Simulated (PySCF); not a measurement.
```xyz
7

Al   -0.8983   -0.9664   -0.0154
Cl   -0.7728   -2.4602    1.4486
Cl   -2.7911   -0.4557   -0.7618
S     0.8398   -0.7372   -1.4196
Al    1.2503    1.0041   -0.2936
Cl    2.7577    2.4173   -0.2625
Cl   -0.2939    1.0960    1.2357
```

Geometry: PBE0-D3(BJ)/def2-SVP.

Method: PySCF 2.14.0, PBE0/pcSseg-1 Al:pcSseg-2, SCF density, gas phase, non-relativistic.

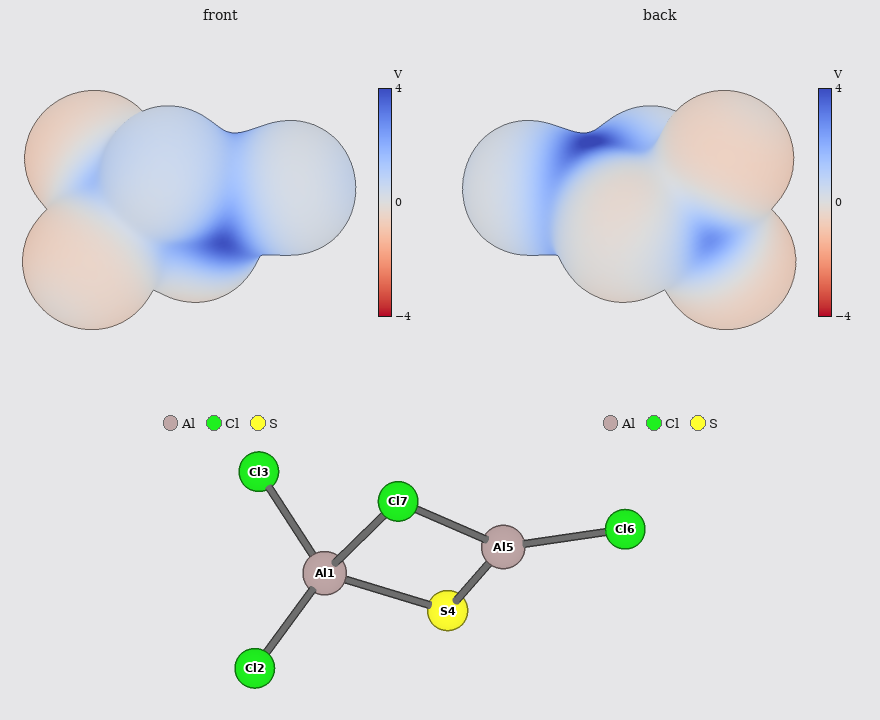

Al2Cl4S. The molecular electrostatic potential painted on the density surface at 0.002 e/bohr³, seen from the front and from behind; the colour scale runs from red (negative) to blue (positive). The bare structure is drawn below in the same view.

Which sites attract a positive test charge, and which a negative one?

A positive charge is drawn to the negative regions and a negative charge to the positive ones. The most negative region (about −0.7 V) lies over Cl2 and Cl3, the most positive (about +3.8 V) over Al5.
